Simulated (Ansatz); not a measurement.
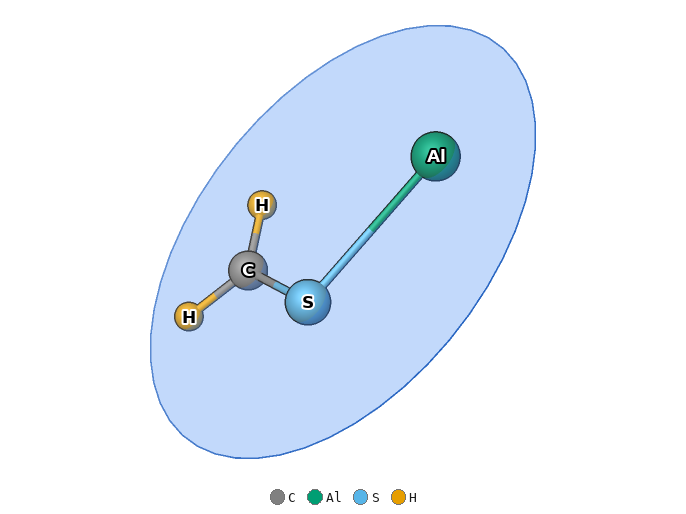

All proper rotation axes (lines) and mirror planes (discs) of the structure are drawn in. Distant atoms are faded towards the background colour. Charge +1, singlet. Computed geometry: PBE-D4/def2-SVP optimisation. No frequency run is at hand to confirm it as a minimum.

Q: Name the symmetry elements and the point group.

A: It has 1 mirror plane. Point group Cs. The group has 2 operations. The geometry is achiral, and symmetry allows a dipole moment.
